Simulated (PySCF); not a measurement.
SiHBr: excited-state calculation

System: SiHBr, SMILES [SiH]Br.
Method: TDHF/def2-SVPD, RHF (PySCF 2.14.0).

The run did not end well. The geometry comes from this level: PBE0-D4/def2-TZVP.

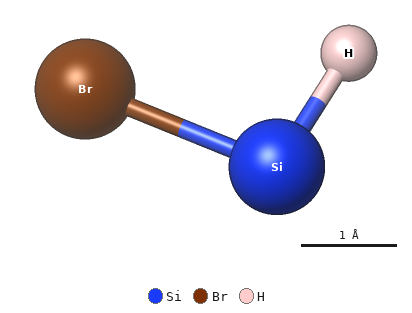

**Figure 1.** The input geometry (ball-and-stick view, seen at a tilt).

Input (run.py)
```python
# [SiH]Br
from pyscf import gto, tdscf

mol = gto.Mole()
mol.atom = 'geometry.xyz'
mol.basis = 'def2-svpd'
mol.symmetry = True
mol.verbose = 4
mol.max_memory = 1860
mol.spin = 0
mol.charge = 0
mol.build()

myscf = mol.RHF()
myscf.kernel()

etot = myscf.e_tot
print('Final energy', etot)

td = tdscf.TDHF(myscf)
td.nstates = 3
td.singlet = False
td.kernel()
td.analyze()
roots = td.e * 27.211386
```

File geometry.xyz
```
3

Si    -0.624700     0.521900    -0.296100
Br     1.340900     0.401500     0.781400
H     -0.727100    -0.988300    -0.498600
```

Machine: 1 thread of Arm Neoverse V1, 24 GiB of memory available, shared host.

Launched with:
```bash
OMP_NUM_THREADS=1 python run.py
```

Log
```
PySCF version 2.14.0

[INPUT] num. atoms = 3
[INPUT] num. electrons = 50
[INPUT] charge = 0
[INPUT] spin (= nelec alpha-beta = 2S) = 0
[INPUT] symmetry True subgroup None
[INPUT] Mole.unit = angstrom
[INPUT] Symbol           X                Y                Z      unit          X                Y                Z       unit  Magmom
[INPUT]  1 Si    -0.624700000000   0.521900000000  -0.296100000000 AA   -1.180511910016   0.986248064411  -0.559547905484 Bohr   0.0
[INPUT]  2 Br     1.340900000000   0.401500000000   0.781400000000 AA    2.533933760429   0.758725039013   1.476631993735 Bohr   0.0
[INPUT]  3 H     -0.727100000000  -0.988300000000  -0.498600000000 AA   -1.374019865171  -1.867616328908  -0.942217445708 Bohr   0.0

nuclear repulsion = 126.973584231117
point group symmetry = Cs
symmetry origin: [1.4157299  0.76990466 0.85812463]
symmetry axis x: [-0.03730864  0.99644741  0.07550249]
symmetry axis y: [ 0.87485525 -0.00394538  0.48436838]
symmetry axis z: [-0.48294551 -0.08412488  0.87160005]
num. orbitals of irrep A' = 51
num. orbitals of irrep A" = 22
number of shells = 29
number of NR pGTOs = 135
number of NR cGTOs = 73
basis = def2-svpd
ecp = {}

******** <class 'pyscf.scf.hf_symm.SymAdaptedRHF'> ********
method = SymAdaptedRHF
initial guess = minao
damping factor = 0
level_shift factor = 0
DIIS = <class 'pyscf.scf.diis.CDIIS'>
diis_start_cycle = 1
diis_space = 8
diis_damp = 0
SCF conv_tol = 1e-09
SCF conv_tol_grad = None
SCF max_cycles = 50
direct_scf = True
direct_scf_tol = 1e-13
Freeze 0 electrons in irreps []
    50 free electrons in irreps A' A"
Set gradient conv threshold to 3.16228e-05
Initial guess from minao.
init E= -2860.29822980093
HOMO (A') = -0.214401573079706  LUMO (A") = -0.0552744626495976  gap/eV = 4.33007
cycle= 1 E= -2861.48927828929  delta_E= -1.19  |g|= 0.248  |ddm|= 1.65
HOMO (A') = -0.360840766520993  LUMO (A") = -0.0342534849820222  gap/eV = 8.88689
cycle= 2 E= -2861.51443404205  delta_E= -0.0252  |g|= 0.115  |ddm|= 0.572
HOMO (A') = -0.347924638563107  LUMO (A") = -0.00102562028457243  gap/eV = 9.43960
cycle= 3 E= -2861.51863496898  delta_E= -0.0042  |g|= 0.0269  |ddm|= 0.186
HOMO (A') = -0.345787334453198  LUMO (A") = 0.00352044996031609  gap/eV = 9.50515
cycle= 4 E= -2861.51898350753  delta_E= -0.000349  |g|= 0.00911  |ddm|= 0.0674
HOMO (A') = -0.346703729701784  LUMO (A") = 0.00324985115806609  gap/eV = 9.52272
cycle= 5 E= -2861.51904497932  delta_E= -6.15e-05  |g|= 0.0022  |ddm|= 0.0301
HOMO (A') = -0.346946299530579  LUMO (A") = 0.00296747877664405  gap/eV = 9.52164
cycle= 6 E= -2861.51905179114  delta_E= -6.81e-06  |g|= 0.000733  |ddm|= 0.0112
HOMO (A') = -0.346951161640178  LUMO (A") = 0.00296814387451061  gap/eV = 9.52179
cycle= 7 E= -2861.51905259527  delta_E= -8.04e-07  |g|= 0.000202  |ddm|= 0.00415
HOMO (A') = -0.346921673283604  LUMO (A") = 0.00299271990096628  gap/eV = 9.52166
cycle= 8 E= -2861.51905264802  delta_E= -5.27e-08  |g|= 5.09e-05  |ddm|= 0.00102
HOMO (A') = -0.346922634581282  LUMO (A") = 0.0029896187346603  gap/eV = 9.52160
cycle= 9 E= -2861.51905265124  delta_E= -3.23e-09  |g|= 1.2e-05  |ddm|= 0.00019
HOMO (A') = -0.346921183586295  LUMO (A") = 0.00299055702094631  gap/eV = 9.52158
cycle= 10 E= -2861.5190526514  delta_E= -1.6e-10  |g|= 2.29e-06  |ddm|= 5.67e-05
```

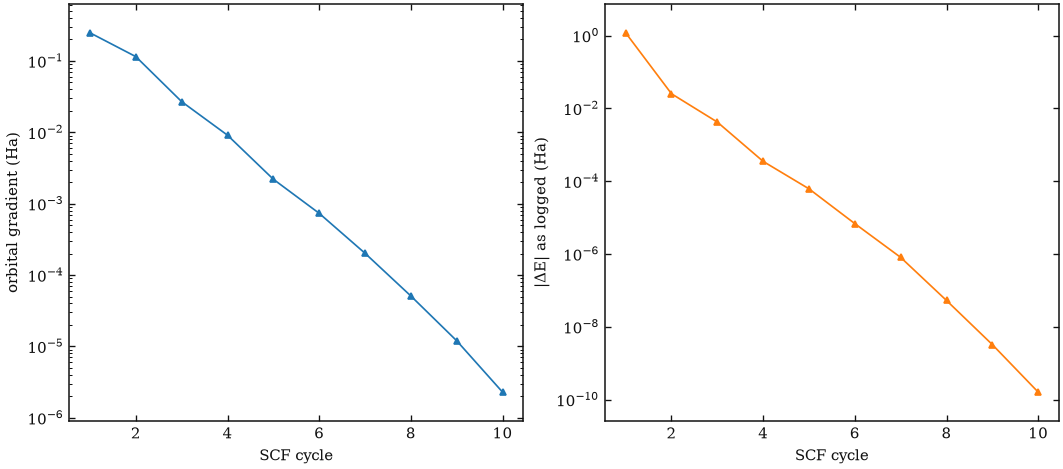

**Figure 2.** Convergence of the self-consistent field: orbital gradient and size of the energy change against the SCF cycle. The run ended after 10 cycles.

```
HOMO (A') = -0.346921402337201  LUMO (A") = 0.00299040682706675  gap/eV = 9.52159
Extra cycle  E= -2861.51905265142  delta_E= -1.82e-11  |g|= 1.01e-06  |ddm|= 8.13e-06
converged SCF energy = -2861.51905265142
Final energy -2861.519052651421

******** <class 'pyscf.tdscf.rhf.TDHF'> for <class 'pyscf.scf.hf_symm.SymAdaptedRHF'> ********
nstates = 3 triplet
deg_eia_thresh = 1.000e-03
wfnsym = None
conv_tol = 1e-05
eigh lindep = 1e-12
eigh level_shift = 0
eigh max_cycle = 100

ValueError: could not broadcast input array from shape (3,) into shape (4,)
```

What the run reported

```json
{"quantity": "outcome", "value": "ended with an error"}
{"quantity": "total energy", "value": "−2861.519053 hartree"}
{"quantity": "basis functions", "value": "73"}
{"quantity": "HOMO", "value": "−9.44 eV"}
{"quantity": "LUMO", "value": "0.08 eV"}
{"quantity": "dipole moment", "value": "1.40 D"}
{"quantity": "wall time", "value": "1.6 s"}
{"quantity": "peak memory", "value": "0.14 GiB"}
```

What went wrong

The run ended with an error: “ValueError”
